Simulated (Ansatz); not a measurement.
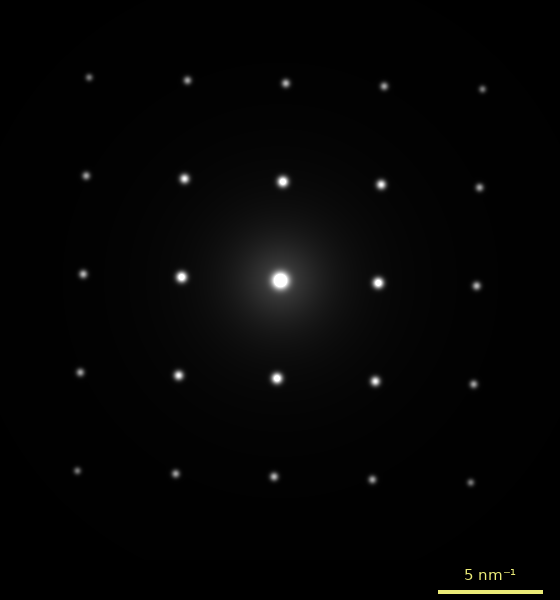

Simulated selected-area electron diffraction pattern (200 kV, kinematic approximation, thin crystal, B = 0.8 Å² for all atoms).

Describe the geometry of this pattern.

The spots form a square net with both shortest vectors at d = 2.11 Å, 90.0° apart.

What is the point symmetry of the pattern, intensities included?

4mm. A zero-layer kinematic pattern is always centrosymmetric (Friedel's law). A fourfold pattern needs a tetragonal or cubic crystal seen along a 4 or -4 axis.

What was simulated?

This cannot be fixed from one zone alone; the pattern is [001] of V, space group Im-3m (No. 229), a = 2.98 Å. The net vectors are 1 -1 0 and 1 1 0. Structure: the input geometry of an electronic-structure calculation (not necessarily at equilibrium).
